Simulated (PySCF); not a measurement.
# CHF (SMILES [CH]F) at PBE/STO-3G

What is the energy change on altering one bond length of CHF at PBE/STO-3G? The job is set up through a Python script.

The results are computed with PySCF 2.14.0.

22 further runs of the same task are left out: 10 that didn't finish, 12 set aside as unsound or not needed.

### Step 1. Starting point

The species is CHF (3 atoms), meant as a singlet with charge 0. SMILES: `[CH]F`. The shape is that of a GFN2-xTB optimisation.

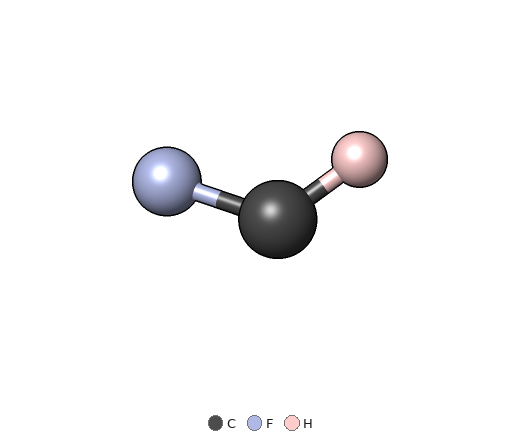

Viewed from a chosen angle; carbon dark grey, fluorine light blue, hydrogen pink.

### Step 2. The energy at PBE/STO-3G

job.py reads:

```python
from pyscf import gto, dft

mol = gto.Mole()
mol.atom = '''
C     -0.128130    -0.359190    -0.106370
F      0.969610    -0.011280     0.530170
H     -0.841470     0.370470    -0.423800
'''
mol.basis = 'sto-3g'
mol.verbose = 3
mol.max_memory = 1860
mol.build()

ks = dft.RKS(mol)
ks.xc = 'pbe'
ks.grids.level = 5
ks.conv_tol = 1e-10
ks.kernel()
if not ks.converged:
    ks = ks.newton().run(ks.mo_coeff, ks.mo_occ)

etot = ks.e_tot
print('Final energy', etot)
```

The run is started by

```bash
$ OMP_NUM_THREADS=1 python job.py
```

What it wrote:

```text
converged SCF energy = -136.299029592612
Final energy -136.2990295926116
```

It took 1.5 s on 1 thread of Arm Neoverse V1, shared host; peak memory 0.16 GiB.

### Step 3. The distorted shape

start.xyz reads:

```xyz
3
CHF
C     -0.677034    -0.533156    -0.424660
F      0.969610    -0.011280     0.530170
H     -1.390374     0.196504    -0.742090
```

run.py reads:

```python
from pyscf import gto, dft

system = gto.Mole()
system.atom = 'start.xyz'
system.max_memory = 1860
system.verbose = 3
system.basis = 'sto-3g'
system.build()

myscf = dft.RKS(system)
myscf.xc = 'pbe'
myscf.conv_tol = 1e-10
myscf.grids.level = 5
myscf.kernel()
if not myscf.converged:
    myscf = myscf.newton().run(myscf.mo_coeff, myscf.mo_occ)

etot = myscf.e_tot
print('E = %.10f Eh' % etot)
```

The run is started by

```bash
$ OMP_NUM_THREADS=1 python run.py
```

What it wrote:

```text
converged SCF energy = -136.170705028587
E = -136.1707050286 Eh
```

Wall time 2.1 s (1 thread of Arm Neoverse V1, shared host); peak memory 0.15 GiB.

### Step 4. Outcome

Level: PBE/STO-3G.

| quantity | value |
| --- | --- |
| first shape: total energy | -136.29903 Eh |
| first shape: dipole moment | 1.75 D |
| first shape: HOMO energy | -0.58 eV |
| first shape: LUMO energy | -0.20 eV |
| first shape: HOMO–LUMO gap | 0.37 eV |
| distorted shape: total energy | -136.17071 Eh |
| distorted shape: dipole moment | 1.44 D |
| distorted shape: HOMO energy | -2.40 eV |
| distorted shape: LUMO energy | -1.81 eV |
| distorted shape: HOMO–LUMO gap | 0.59 eV |
| energy change with the C1–F2 bond stretched from 1.316 to 1.974 Å | 3.492 eV |

What this shows: One bond (distorted shape) is far stretched, which a spin-restricted single reference describes badly; a broken-symmetry solution may lie lower. With the C1–F2 bond stretched from 1.316 to 1.974 Å the energy rises by 3.49 eV (81 kcal/mol). The first shape isn't relaxed at this level, so the change isn't measured from a minimum. A restricted reference can't describe the breaking bond well at this length. The minimal basis adds a large error of its own.
